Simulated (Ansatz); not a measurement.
```xyz
12

H    -0.2538   -0.7527   -2.8661
H    -0.0531   -0.3354   -2.2751
C     1.0553   -0.4569    1.1865
N     0.3449    0.6791    0.6463
C    -1.0361    0.7308    1.0673
H     2.1056   -0.4141    0.8918
H     0.6342   -1.3787    0.7741
H     1.0052   -0.5334    2.2859
H     0.8174    1.5364    0.8994
H    -1.5761   -0.1234    0.6481
H    -1.5082    1.6383    0.6859
H    -1.1707    0.7022    2.1619
```

Geometry: rigid move from PBE0-D4/def2-TZVP.

These are results of Ansatz, RKS PBE0-D4/def2-TZVPPD, not measurements.

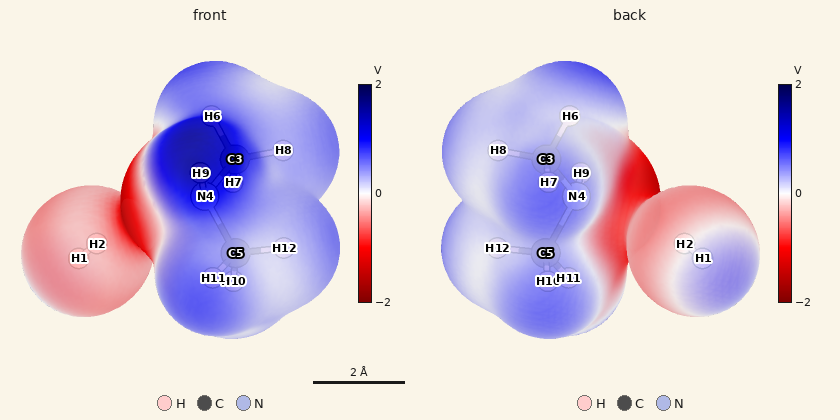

H2···C2H7N (SMILES [H][H].CNC). The electrostatic potential painted on the density surface at 0.002 e/bohr³, seen from the front and from behind; red is negative and blue positive.

Q: Where is the surface potential most negative and most positive?

A: The most negative region (about −1.4 V) lies over N4, the most positive (about +1.5 V) over H9. N4 is the likeliest acceptor of a hydrogen bond.
